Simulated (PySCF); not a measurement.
**C₆H₁₀N₂Si: density, localisation and related maps**

```yaml
atoms:
  - { symbol: C, position_ang: [-2.1517, 0.0052, -0.1331] }
  - { symbol: N, position_ang: [-0.7561, -0.2613, -0.4158] }
  - { symbol: C, position_ang: [-0.5653, -1.6008, -0.9221] }
  - { symbol: C, position_ang: [0.0992, -0.0141, 0.7292] }
  - { symbol: C, position_ang: [0.1123, 1.4106, 1.2323] }
  - { symbol: C, position_ang: [1.3707, 1.8346, 1.0891] }
  - { symbol: Si, position_ang: [1.9871, 0.2204, 0.3353] }
  - { symbol: C, position_ang: [2.3997, 0.2934, -1.4799] }
  - { symbol: N, position_ang: [2.6811, 0.3338, -2.5895] }
  - { symbol: H, position_ang: [-2.7380, -0.1915, -1.0299] }
  - { symbol: H, position_ang: [-2.2730, 1.0537, 0.1306] }
  - { symbol: H, position_ang: [-2.5457, -0.6158, 0.6882] }
  - { symbol: H, position_ang: [-1.1853, -1.7401, -1.8064] }
  - { symbol: H, position_ang: [-0.8238, -2.3774, -0.1831] }
  - { symbol: H, position_ang: [0.4788, -1.7313, -1.2085] }
  - { symbol: H, position_ang: [-0.1304, -0.7169, 1.5541] }
  - { symbol: H, position_ang: [-0.7332, 1.9378, 1.6461] }
  - { symbol: H, position_ang: [1.7755, 2.7931, 1.3693] }
  - { symbol: H, position_ang: [2.9883, -0.6243, 0.9865] }
```

Geometry: GFN2-xTB.

Method: PBE0/pcSseg-1, SCF density, gas phase, non-relativistic (PySCF 2.14.0).

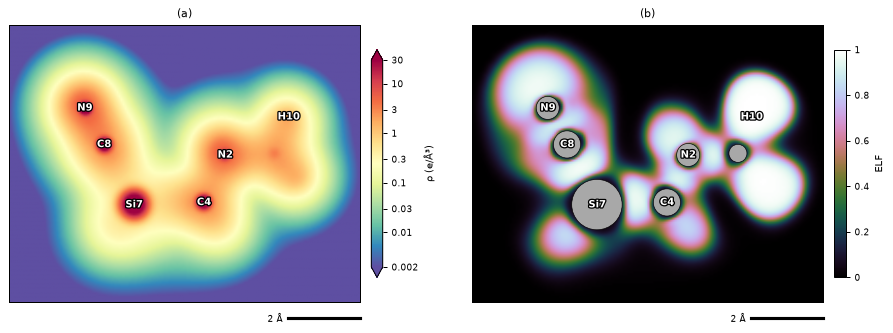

Figure 1. (a) total electron density; (b) ELF on the plane of atoms C4, Si7 and C8. Grey discs cover the atomic cores in the ELF map.

Q: What does the map show?

A: The plane passes through N, C, Si and H nuclei.
C–N (1.15 Å): ρ at the midpoint is about 3.6 e/Å³; the ELF peaks at about 0.90 between the atoms; a multiple bond.
C–Si (1.86 Å): the density is about 0.89 e/Å³ at the midpoint; the ELF peaks at about 1 between the atoms (a covalent bond).
C–Si (1.94 Å): the density is about 0.86 e/Å³ at the midpoint; the ELF peaks at about 0.95 between the atoms, as expected for localised, covalent bonding.
The ELF also peaks beside N9, away from the bonds: lone-pair regions.

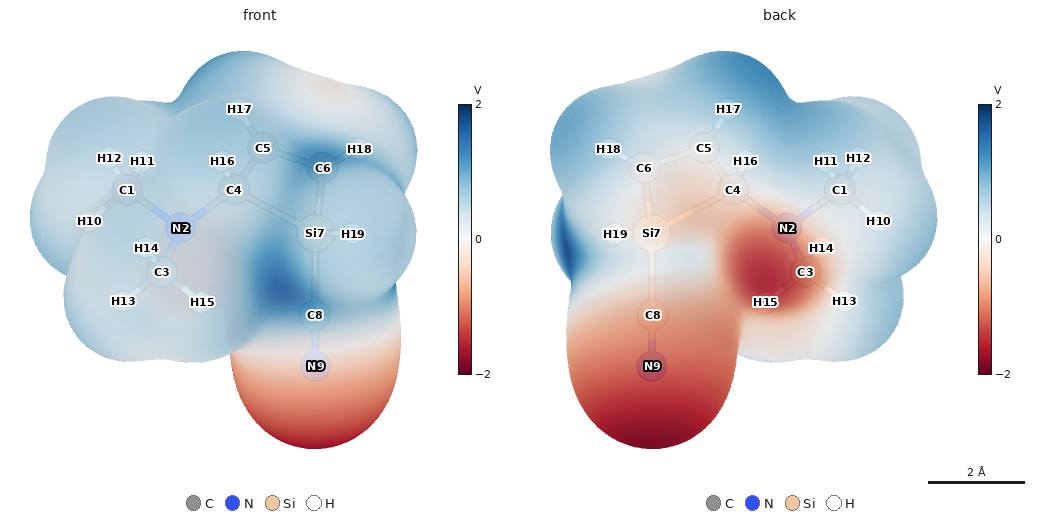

Figure 2. The molecular electrostatic potential painted on the density surface at 0.002 e/bohr³, seen from the front and from behind; the colour scale runs from red (negative) to blue (positive).

Q: Which sites attract a positive test charge, and which a negative one?

A: A positive charge is drawn to the negative regions and a negative charge to the positive ones. The most negative region (about −1.8 V) lies over N9, the most positive (about +1.6 V) over Si7. N9 is the likeliest acceptor of a hydrogen bond.
